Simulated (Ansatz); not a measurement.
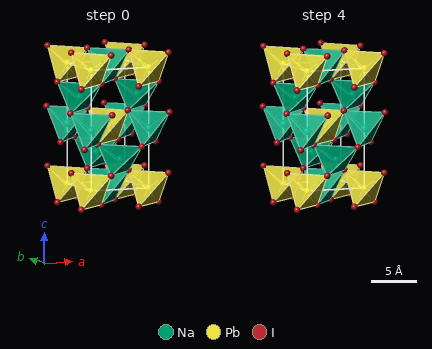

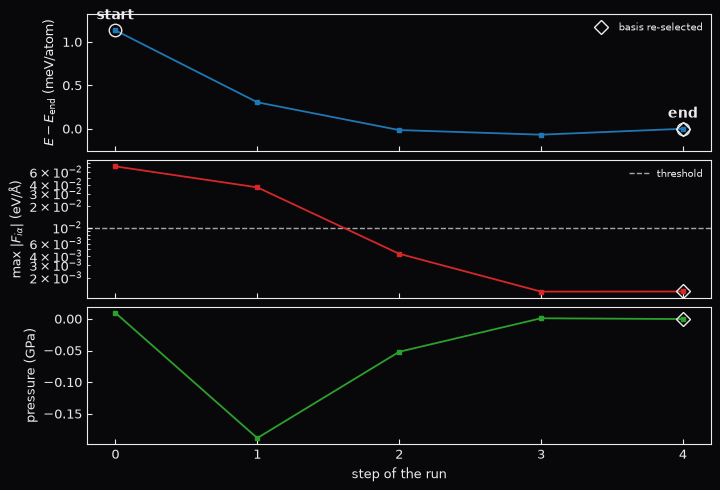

First and last geometry of a relaxation of a crystal of Na₂PbI₄ (built on the Al2ZnS4-82 type type), with the history of the run. The picture is a polyhedral view of the conventional cell (2 times the calculation's cell), seen slightly off an axis. Lengths and directions refer to the drawn axes.

These are results of DFT, r2SCAN+rVV10, plane waves, PAW (Ansatz 0.2.0), not measurements.

Input
```yaml
crystal:
  lattice:
    - [-3.4699766977, 3.4699766977, 6.7781229536]
    - [3.4699766977, -3.4699766977, 6.7781229536]
    - [3.4699766977, 3.4699766977, -6.7781229536]
  atoms:
    - { symbol: Na, position: [0.5, 0.5, 0.0] }
    - { symbol: Na, position: [0.25, 0.75, 0.5] }
    - { symbol: Pb, position: [0.0, 0.0, 0.0] }
    - { symbol: I, position: [0.0969419022, 0.1349909493, 0.5037548526] }
    - { symbol: I, position: [0.6312360968, 0.5931870496, 0.4962451474] }
    - { symbol: I, position: [0.4068129504, 0.9030580978, 1.0380490471] }
    - { symbol: I, position: [0.8650090507, 0.3687639032, -0.0380490471] }
kpoints:
  mp_grid: { grid: [6, 6, 6] }
hamiltonian:
  xc: r2scan
  dispersion: rvv10
scf:
  occupations: { method: fermi_dirac, width: 0.03 }
relax:
  f_tol: 0.01
  cell: {}
  max_steps: 120
output:
  write_density: true
  write_potential: true
  elf: true
  volumetric_format: npy
```

Command:
```bash
ansatz run input.yaml --threads 4 --pin off --max-ram 4608MiB --backend cpu --events-out ev --progress --plain --runs-dir out
```

Q: Read the history and describe the run.

A: It converged. Over 3 accepted moves (4 points after the start) the energy falls by 1.1 meV per atom. Largest force component: 0.072 eV/Å at the start, 0.0013 eV/Å at the end. The pressure goes from 0.01 to 0.00 GPa. The SCF was repeated once at an unchanged geometry on a basis and grid sized afresh for the cell, which shifted the energy by 0.1 meV per atom at most. The largest moves relative to the cell, 0.039 Å, are those of I4, I5, I6 and I7. I4 goes roughly along [2 1 −1]. Na and Pb stay in place. The volume changes by −1.7 %, with a = b 6.940 → 6.909 Å (−0.5 %), c 13.556 → 13.452 Å (−0.8 %). Some distances before and after: Na1–I4 3.059 → 3.036 Å, Pb3–I4 3.089 → 3.108 Å. The space group stays I-4 (No. 82). The run took 3.9 min on 4 threads of Arm Neoverse V1, with other jobs on the host, peak memory 2.4 GiB.

| step | E − E(0), meV/atom | largest force component, eV/Å | pressure, GPa | volume, Å³/atom | note |
| --- | --- | --- | --- | --- | --- |
| 0 | 0.00 | 0.0718 | 0.01 | 46.636 |  |
| 1 | -0.83 | 0.0366 | -0.19 | 46.341 |  |
| 2 | -1.15 | 0.0043 | -0.05 | 46.063 |  |
| 3 | -1.20 | 0.0013 | 0.00 | 45.861 |  |
| 4 | -1.13 | 0.0013 | 0.00 | 45.861 | same geometry, new basis |
